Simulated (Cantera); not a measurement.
Charge: 1 mol Ta, 0.023 mol H₂O, 31 mol H₂, equilibrated at 22.5 Torr.

Method: chemical equilibrium by Gibbs-energy minimisation in Cantera with the NASA 1993 tables (ideal gas, pure condensed phases). Candidate condensed phases: H₂O, Ta, Ta₂O₅; 12 gas species. Mutual solubility and eutectic melting of coexisting phases are not modelled. Condensed phases not in the tables: N, O or C dissolved in the metal. Rates play no part.

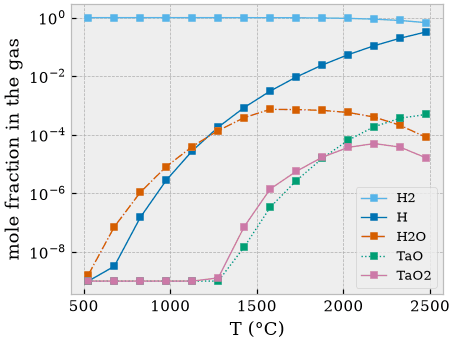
Figure. Equilibrium gas composition (values under 1e-9 drawn at 1e-9)

From 527 °C to 1427 °C the condensed part is Ta(s) + Ta₂O₅(s). From 1577 °C to 2477 °C the condensed part is Ta(s).
